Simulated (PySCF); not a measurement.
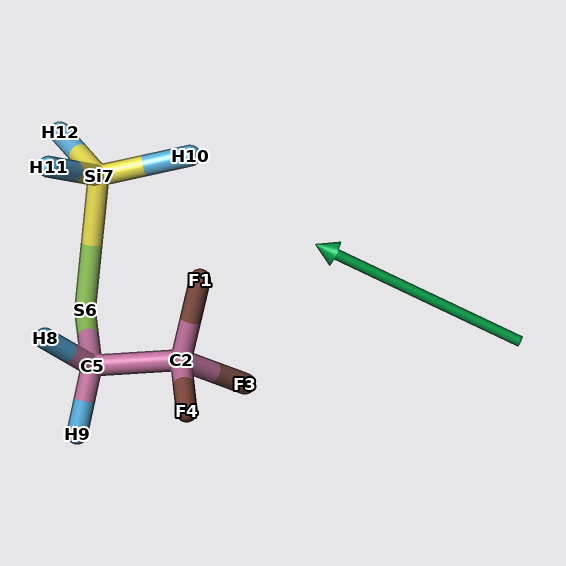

The arrow beside the molecule shows the direction of the dipole moment, from the negative to the positive end (its length means nothing). Computed geometry: GFN2-xTB optimisation. No frequency run is at hand to confirm it as a minimum. Level of theory: B3LYP/def2-SVPD, gas phase (PySCF 2.14.0).

### How large is the dipole moment?

1.84 D; it points from the side of F3 to the side of H11 (the outermost atoms at the two ends).

The geometry is semi-empirical. Around Si such bond lengths and angles can be off by a tenth of an ångström or more and by several degrees, and values that hang on the shape move with them.
